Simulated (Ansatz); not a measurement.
**AlClH4O2Si: density, localisation and related maps**

```xyz
9

Al   -0.1917   -0.2657    0.0965
Cl   -0.1082    0.4869    2.1739
O     1.2159   -0.8980   -0.6106
Si    2.5882   -1.5494   -1.4067
H     2.1686   -2.6941   -2.3011
H     3.2429   -0.4747   -2.2446
H     3.5766   -2.0575   -0.3821
O    -1.6767   -0.2009   -0.7767
H    -2.5809    0.1052   -0.5900
```

All numbers below come from Ansatz, RKS BLYP/6-31G.

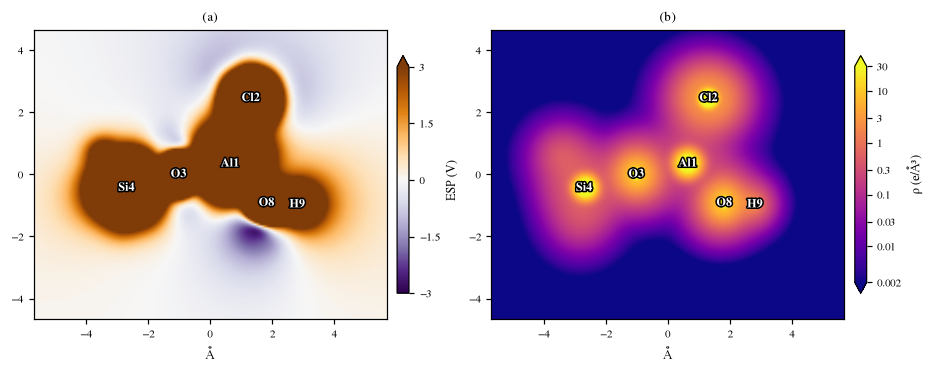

Figure 1. (a) molecular electrostatic potential; (b) total electron density on the plane of atoms O3, Al1 and O8.

Read the bonding off the picture.

Atoms in the plane: Al, Cl, O, Si and H. Al–O (1.70 Å): the density is about 0.71 e/Å³ at the midpoint. Si–O (1.72 Å): the density is about 0.8 e/Å³ at the midpoint. Al–Cl (2.21 Å): ρ at the midpoint is about 0.51 e/Å³. O–H (0.97 Å): ρ is about 3.4 e/Å³ halfway. Outside the dense part of the molecule the potential is most negative (−2.5 V) near O8.

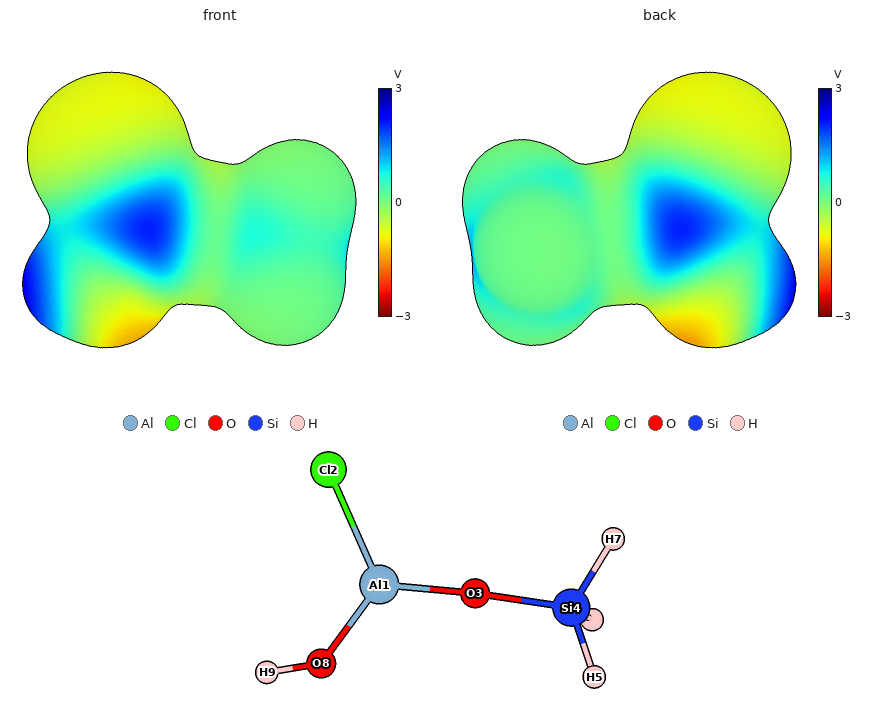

Figure 2. The molecular electrostatic potential painted on the density surface at 0.001 e/bohr³, seen from the front and from behind; red is negative and blue positive. The bare structure is drawn below in the same view.

Where is the surface potential most negative and most positive?

The most negative region (about −1.3 V) lies over O8, the most positive (about +2.2 V) over H9. O8 is the likeliest acceptor of a hydrogen bond.

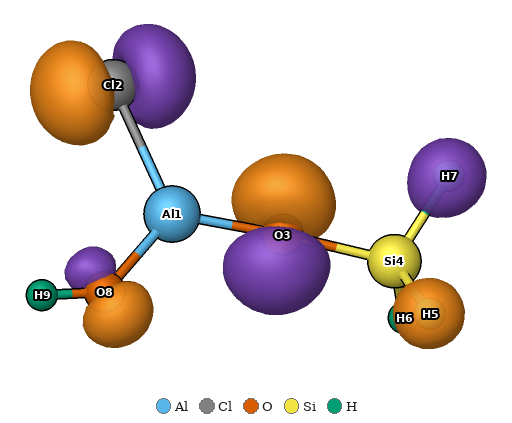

Figure 3. One frontier orbital at ±0.15 Å⁻³ᐟ² (orange and purple are the two phases), seen at a tilt.

Which orbital is it: HOMO or LUMO?

The HOMO, at −6.94 eV. By Hirshfeld shares it lies mainly on O3 (about 40 %), Cl2 (about 25 %), O8 (about 10 %) and H7 (about 5 %); largely a combination of lone pairs on O3, Cl2 and O8.

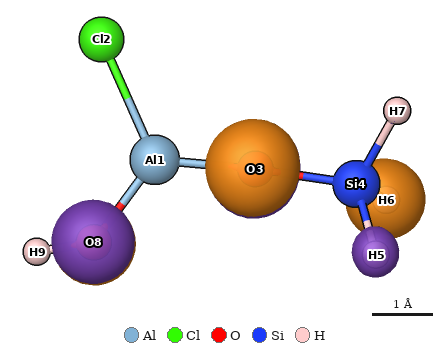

Figure 4. The HOMO−1 at ±0.15 Å⁻³ᐟ² (orange and purple are the two phases), seen across its widest extent.

Describe this orbital and give its energy.

By Hirshfeld shares it lies mainly on O3 (about 45 %), O8 (about 25 %) and H6 (about 10 %). Its energy is −7.05 eV.
